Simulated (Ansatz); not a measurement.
## Geometry relaxation of CuSi$_{16}$ (charge +1) (part 4 of 4)

Continued. System: CuSi$_{16}$ (defect cell, 17 atoms in the cell, total charge +1). Method: DFT PBE, scalar-relativistic, plane waves, PAW, PAW set soft_1, no spin polarisation (Ansatz 0.2.0); cutoff 420 eV, 2×2×2 k-mesh, Gaussian smearing of 0.02 eV. It belongs to a series of runs on one base structure; here: end point B relaxed.

Geometry of the input (Å; fractional positions):
```
0.0000  5.4300  5.4300
5.4300  0.0000  5.4300
5.4300  5.4300  0.0000
Si 0.0000  0.0000  0.0000
Si 0.1250  0.1250  0.1250
Si -0.0000  0.0000  0.5000
Si 0.1250  0.1250  0.6250
Si -0.0000  0.5000  0.0000
Si 0.1250  0.6250  0.1250
Si -0.0000  0.5000  0.5000
Si 0.1250  0.6250  0.6250
Si 0.5000  -0.0000  0.0000
Si 0.6250  0.1250  0.1250
Si 0.5000  0.0000  0.5000
Si 0.6250  0.1250  0.6250
Si 0.5000  0.5000  0.0000
Si 0.6250  0.6250  0.1250
Si 0.5000  0.5000  0.5000
Si 0.6250  0.6250  0.6250
Cu 0.3080  0.8096  0.3221
```

Trajectory as extended XYZ, continued:
```
17
Lattice="0.0000 5.4300 5.4300 5.4300 0.0000 5.4300 5.4300 5.4300 0.0000" Properties=species:S:1:pos:R:3:forces:R:3 step=18 energy=-16802.51672
Si    0.0464   -0.0312    0.0418   -0.0002  -0.0033  -0.0012
Si    1.4003    1.2955    1.3945    0.0006  -0.0010  -0.0013
Si    2.8041    2.6654   -0.0887   -0.0165  -0.0002   0.0027
Si    4.0792    4.0166    1.3157   -0.0006   0.0042   0.0032
Si    2.8356    0.1702    2.8350   -0.0021  -0.0072  -0.0065
Si    4.2043    1.4716    4.2039    0.0014   0.0011  -0.0007
Si    5.4695    2.7675    2.7100    0.0059   0.0041  -0.0057
Si    6.8722    4.1183    3.9858   -0.0008   0.0044  -0.0032
Si   -0.0814    2.6700    2.7977   -0.0011  -0.0074  -0.0065
Si    1.3229    4.0209    4.0729    0.0001   0.0009   0.0051
Si    2.5802    5.3129    2.5717   -0.0029  -0.0067  -0.0018
Si    3.9488    6.6167    3.9388   -0.0002   0.0055   0.0051
Si    2.7114    2.7701    5.4676    0.0000   0.0020   0.0034
Si    3.9886    4.1210    6.8694    0.0014   0.0023  -0.0046
Si    5.3827    5.4933    5.3808   -0.0034  -0.0161  -0.0086
Si    6.7384    6.8173    6.7354    0.0001  -0.0003   0.0007
Cu    6.1421    3.4253    6.1365    0.0183   0.0178   0.0200
17
Lattice="0.0000 5.4300 5.4300 5.4300 0.0000 5.4300 5.4300 5.4300 0.0000" Properties=species:S:1:pos:R:3:forces:R:3 step=19 energy=-16802.51966
Si    0.0429   -0.0329    0.0384   -0.0018  -0.0025   0.0004
Si    1.3967    1.2930    1.3913    0.0020   0.0165  -0.0014
Si    2.8030    2.6642   -0.0893   -0.0138  -0.0160  -0.0027
Si    4.0786    4.0165    1.3167   -0.0008   0.0024  -0.0017
Si    2.8330    0.1686    2.8312   -0.0106  -0.0090  -0.0164
Si    4.2019    1.4689    4.1995   -0.0021   0.0036  -0.0011
Si    5.4706    2.7664    2.7087    0.0032  -0.0036  -0.0129
Si    6.8720    4.1177    3.9847   -0.0036   0.0083   0.0168
Si   -0.0827    2.6676    2.7970   -0.0071  -0.0218  -0.0104
Si    1.3226    4.0191    4.0730   -0.0009   0.0021   0.0062
Si    2.5759    5.3099    2.5695    0.0007  -0.0006  -0.0033
Si    3.9442    6.6150    3.9354    0.0001   0.0050   0.0074
Si    2.7107    2.7673    5.4671   -0.0058  -0.0040   0.0054
Si    3.9877    4.1190    6.8683    0.0160   0.0073  -0.0072
Si    5.3778    5.4904    5.3758   -0.0117  -0.0143  -0.0162
Si    6.7351    6.8136    6.7319    0.0010  -0.0053   0.0004
Cu    6.1752    3.4571    6.1696    0.0353   0.0318   0.0367
17
Lattice="0.0000 5.4300 5.4300 5.4300 0.0000 5.4300 5.4300 5.4300 0.0000" Properties=species:S:1:pos:R:3:forces:R:3 step=20 energy=-16802.52996
Si    0.0353   -0.0348    0.0313   -0.0055   0.0298  -0.0022
Si    1.3896    1.2891    1.3855    0.0016   0.0771  -0.0010
Si    2.7988    2.6602   -0.0908   -0.0016  -0.0493  -0.0095
Si    4.0772    4.0164    1.3171    0.0217  -0.0185  -0.0365
Si    2.8272    0.1642    2.8221   -0.0097  -0.0052  -0.0168
Si    4.1958    1.4646    4.1890   -0.0185   0.0153  -0.0118
Si    5.4733    2.7641    2.7036   -0.0207  -0.0425  -0.0005
Si    6.8706    4.1168    3.9833   -0.0274   0.0089   0.0724
Si   -0.0863    2.6599    2.7949   -0.0107  -0.0469  -0.0161
Si    1.3205    4.0152    4.0739   -0.0331  -0.0160   0.0273
Si    2.5679    5.3026    2.5659    0.0055   0.0205  -0.0072
Si    3.9340    6.6115    3.9292    0.0008   0.0116   0.0094
Si    2.7083    2.7618    5.4672    0.0071  -0.0381  -0.0124
Si    3.9881    4.1155    6.8651    0.0643   0.0090  -0.0274
Si    5.3673    5.4832    5.3631   -0.0098  -0.0055  -0.0097
Si    6.7290    6.8037    6.7247   -0.0050   0.0150  -0.0057
Cu    6.2488    3.5274    6.2436    0.0412   0.0351   0.0478
17
Lattice="0.0000 5.4300 5.4300 5.4300 0.0000 5.4300 5.4300 5.4300 0.0000" Properties=species:S:1:pos:R:3:forces:R:3 step=21 energy=-16802.54009
Si    0.0307   -0.0237    0.0258   -0.0156   0.0145   0.0013
Si    1.3870    1.3030    1.3775    0.0301  -0.0094  -0.0086
Si    2.8081    2.6425   -0.1019   -0.1067   0.0068   0.0328
Si    4.0853    4.0042    1.3031    0.0377   0.0158  -0.0186
Si    2.8037    0.1511    2.8157   -0.0014  -0.0393   0.0047
Si    4.1691    1.4534    4.1818   -0.0018  -0.0029  -0.0273
Si    5.4612    2.7517    2.7123    0.0003   0.0039   0.0125
Si    6.8591    4.1043    3.9991   -0.0022   0.0300  -0.0183
Si   -0.0862    2.6622    2.7941   -0.0105  -0.0265  -0.0270
Si    1.3186    4.0216    4.0724   -0.0118   0.0048   0.0473
Si    2.5738    5.2961    2.5523   -0.0376  -0.0349  -0.0029
Si    3.9413    6.6004    3.9138    0.0175   0.0211   0.0083
Si    2.7034    2.7629    5.4671    0.0176  -0.0113  -0.0013
Si    3.9953    4.1159    6.8615   -0.0002   0.0312  -0.0344
Si    5.3627    5.4896    5.3690   -0.0088  -0.0804  -0.0054
Si    6.7269    6.8064    6.7284    0.0168   0.0333   0.0004
Cu    6.3052    3.5798    6.2966    0.0767   0.0433   0.0366
17
Lattice="0.0000 5.4300 5.4300 5.4300 0.0000 5.4300 5.4300 5.4300 0.0000" Properties=species:S:1:pos:R:3:forces:R:3 step=22 energy=-16802.55466
Si    0.0160   -0.0002    0.0173   -0.0208  -0.0305   0.0314
Si    1.3882    1.3129    1.3671    0.0275   0.0549  -0.0320
Si    2.8081    2.6174   -0.1150   -0.1321   0.0228   0.0492
Si    4.0957    3.9912    1.2804    0.0270   0.0094  -0.0176
Si    2.7727    0.1197    2.8056   -0.0338  -0.0903  -0.0208
Si    4.1290    1.4325    4.1568    0.0485   0.0305  -0.0151
Si    5.4421    2.7375    2.7227    0.0121   0.0429  -0.0116
Si    6.8389    4.0885    4.0172    0.0004   0.0080   0.0220
Si   -0.0862    2.6634    2.7858   -0.0383  -0.0284  -0.0251
Si    1.3070    4.0287    4.0814   -0.0042  -0.0212   0.0154
Si    2.5710    5.2793    2.5383   -0.0336  -0.0114   0.0575
Si    3.9491    6.5856    3.8906    0.0565   0.0641   0.0108
Si    2.7009    2.7575    5.4595    0.0032   0.0169   0.0372
Si    4.0042    4.1154    6.8457    0.0453   0.0121  -0.0446
Si    5.3553    5.4921    5.3762   -0.0343  -0.1025  -0.0093
Si    6.7257    6.8126    6.7325    0.0174   0.0398  -0.0235
Cu    6.4273    3.6873    6.4066    0.0592  -0.0170  -0.0240
17
Lattice="0.0000 5.4300 5.4300 5.4300 0.0000 5.4300 5.4300 5.4300 0.0000" Properties=species:S:1:pos:R:3:forces:R:3 step=23 energy=-16802.56063
Si    0.0053    0.0086    0.0203   -0.0142  -0.0231  -0.0017
Si    1.3915    1.3176    1.3635    0.0346  -0.0261  -0.0251
Si    2.8046    2.6133   -0.1115   -0.0684   0.0167   0.0479
Si    4.0876    4.0009    1.2809   -0.0017   0.0084   0.0099
Si    2.7628    0.0908    2.7938   -0.0117  -0.0250   0.0166
Si    4.1225    1.4214    4.1317    0.0152   0.0073  -0.0053
Si    5.4362    2.7420    2.7177   -0.0006   0.0204  -0.0049
Si    6.8283    4.0821    4.0301    0.0256   0.0017  -0.0659
Si   -0.0872    2.6577    2.7747   -0.0027   0.0144  -0.0060
Si    1.2926    4.0206    4.0922    0.0210   0.0099  -0.0001
Si    2.5592    5.2847    2.5585   -0.0117  -0.0101   0.0259
Si    3.9559    6.5929    3.8912    0.0041   0.0295  -0.0121
Si    2.7080    2.7487    5.4504   -0.0031   0.0045   0.0056
Si    4.0170    4.1093    6.8276   -0.0125   0.0177  -0.0203
Si    5.3555    5.4910    5.3757   -0.0079  -0.0655   0.0377
Si    6.7287    6.8193    6.7294    0.0115   0.0107   0.0103
Cu    6.4769    3.7203    6.4425    0.0224   0.0085  -0.0124
17
Lattice="0.0000 5.4300 5.4300 5.4300 0.0000 5.4300 5.4300 5.4300 0.0000" Properties=species:S:1:pos:R:3:forces:R:3 step=24 energy=-16802.56254
Si   -0.0047    0.0019    0.0187    0.0075   0.0065  -0.0039
Si    1.3918    1.3095    1.3548   -0.0011   0.0178   0.0038
Si    2.7972    2.6117   -0.1075   -0.0001  -0.0244  -0.0177
Si    4.0741    4.0061    1.2856   -0.0066   0.0027  -0.0021
Si    2.7588    0.0815    2.7904    0.0069  -0.0035  -0.0035
Si    4.1200    1.4171    4.1243   -0.0102  -0.0006   0.0053
Si    5.4273    2.7430    2.7123    0.0076  -0.0042   0.0091
Si    6.8256    4.0751    4.0229   -0.0056   0.0056   0.0172
Si   -0.0798    2.6624    2.7653    0.0025  -0.0155   0.0095
Si    1.2946    4.0197    4.0957   -0.0057   0.0043   0.0001
Si    2.5593    5.2965    2.5760    0.0046   0.0009   0.0083
Si    3.9676    6.6064    3.8939    0.0097   0.0110   0.0124
Si    2.7079    2.7418    5.4499    0.0079  -0.0022  -0.0048
Si    4.0183    4.1075    6.8200   -0.0053   0.0050  -0.0005
Si    5.3565    5.4836    5.3784   -0.0080   0.0032  -0.0173
Si    6.7275    6.8192    6.7324   -0.0054  -0.0033  -0.0001
Cu    6.5034    3.7384    6.4560    0.0015  -0.0034  -0.0160
17
Lattice="0.0000 5.4300 5.4300 5.4300 0.0000 5.4300 5.4300 5.4300 0.0000" Properties=species:S:1:pos:R:3:forces:R:3 step=25 energy=-16802.56254
Si   -0.0047    0.0019    0.0187    0.0075   0.0065  -0.0039
Si    1.3918    1.3095    1.3548   -0.0011   0.0178   0.0038
Si    2.7972    2.6117   -0.1075   -0.0001  -0.0244  -0.0177
Si    4.0741    4.0061    1.2856   -0.0066   0.0027  -0.0020
Si    2.7588    0.0815    2.7904    0.0069  -0.0035  -0.0035
Si    4.1200    1.4171    4.1243   -0.0102  -0.0006   0.0053
Si    5.4273    2.7430    2.7123    0.0076  -0.0042   0.0091
Si    6.8256    4.0751    4.0229   -0.0056   0.0056   0.0172
Si   -0.0798    2.6624    2.7653    0.0025  -0.0155   0.0095
Si    1.2946    4.0197    4.0957   -0.0057   0.0043   0.0001
Si    2.5593    5.2965    2.5760    0.0046   0.0009   0.0084
Si    3.9676    6.6064    3.8939    0.0097   0.0110   0.0124
Si    2.7079    2.7418    5.4499    0.0079  -0.0022  -0.0048
Si    4.0183    4.1075    6.8200   -0.0053   0.0050  -0.0005
Si    5.3565    5.4836    5.3784   -0.0080   0.0032  -0.0172
Si    6.7275    6.8192    6.7324   -0.0054  -0.0033  -0.0001
Cu    6.5034    3.7384    6.4560    0.0015  -0.0034  -0.0161
```

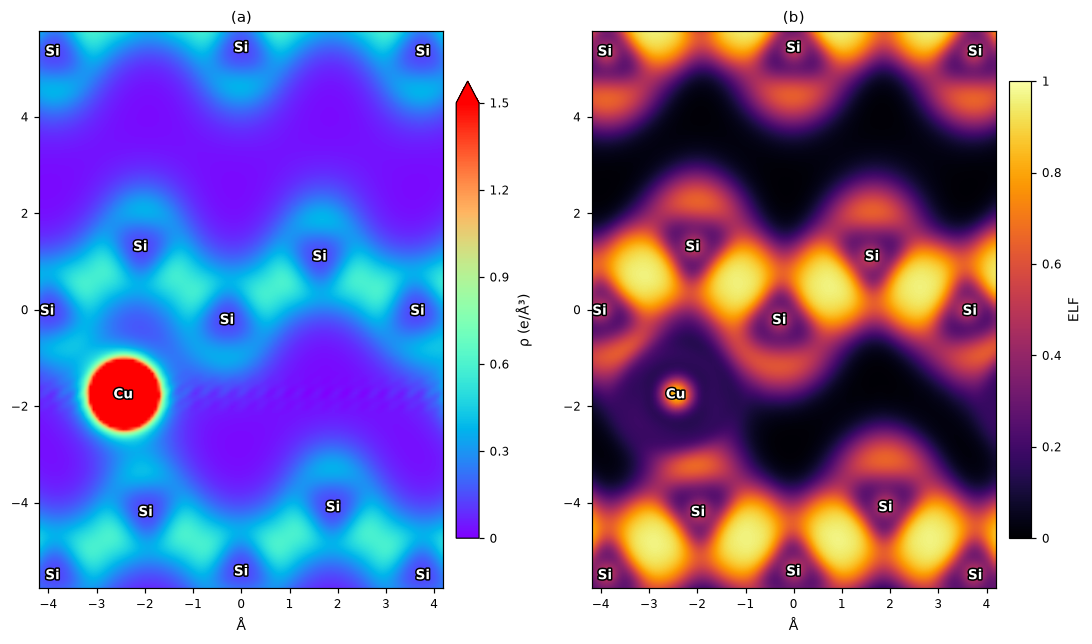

Figure 1. (a) valence charge density (pseudo); (b) ELF on the (11̄0) plane of the calculation cell. Si–Si (2.32 Å): the density is about 0.59 e/Å³ at the midpoint, a local maximum along the line; the ELF peaks at about 0.95 between the atoms (a covalent bond). Cu–Si (2.35 Å): ρ at the midpoint is about 0.41 e/Å³; the ELF is about 0.40 at the midpoint. Si–Si (2.35 Å): the density is about 0.58 e/Å³ at the midpoint, a local maximum along the line; the ELF peaks at about 0.95 between the atoms, which marks a covalent bond. Cu–Si (2.48 Å): the density is about 0.36 e/Å³ at the midpoint; the ELF is about 0.45 at the midpoint. Cu–Si (2.65 Å): the density is about 0.24 e/Å³ at the midpoint; the ELF is about 0.30 at the midpoint. The density dies away to nearly zero in the voids. The strong features right at Cu lie inside the PAW spheres (semicore, d or f shells) and say nothing about bonding. Core electrons are frozen (PAW), so the fields are smoothed inside the atomic spheres.
